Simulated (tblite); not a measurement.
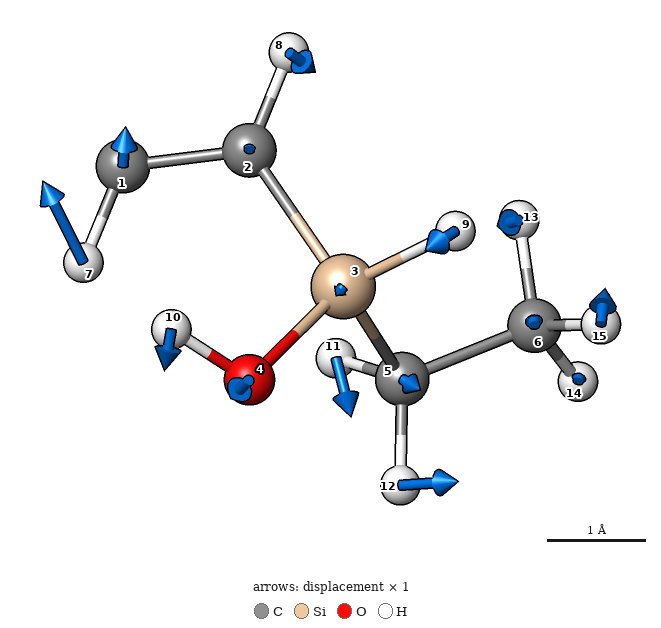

This is a relaxation of C₄H₉OSi (multiplicity 2). The starting structure is drawn; blue arrows show the displacements, at their true length. The two geometries are superimposed by the best rigid fit.

A ball-and-stick model, seen at a tilt.

Computed with GFN2-xTB geometry optimisation, gas phase (tblite). 

Describe the change and its energy.

Answer. The atom that moves furthest after the best rigid fit is H7 (1.00 Å). By element the largest moves are H 1.00 Å, O 0.50 Å, C 0.46 Å, Si 0.13 Å. Near-neighbour distances that change, for instance: C2–Si3 1.812 → 1.928 Å, Si3–O4 1.719 → 1.628 Å, O4–H10 1.001 → 0.953 Å, C1–C2 1.335 → 1.289 Å. Bond angles that change, for instance: C2–C1–H7 116.1° → 134.9°, Si3–O4–H10 110.3° → 121.4°, Si3–C2–H8 124.4° → 113.7°. Groups turn about Si3–C5 by about 35°, C2–Si3 by about 35°, Si3–O4 by about 30°. The energy falls by 0.742 eV in 111 geometry steps.
